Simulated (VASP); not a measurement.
Band structure of ZrN (rock salt). Calculation: PBE GGA with D3 dispersion (zero damping), VASP's PBE PAW potentials (set 64) (plane waves; VASP).

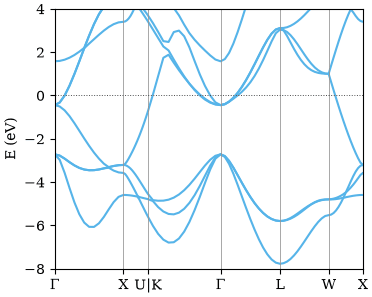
Fig. 1. Bands along high-symmetry lines, zero at the valence-band maximum or, without a gap, the Fermi level

Q: Read the plot: is there a gap, and where are the band edges?

A: It has no gap at this level: it comes out as a metal or semimetal. (Edges off the drawn lines would not show.)

The compound is ZrN in the rock salt structure. It was relaxed first. The electron count is odd and the run is not spin-polarised, which forces a metal.
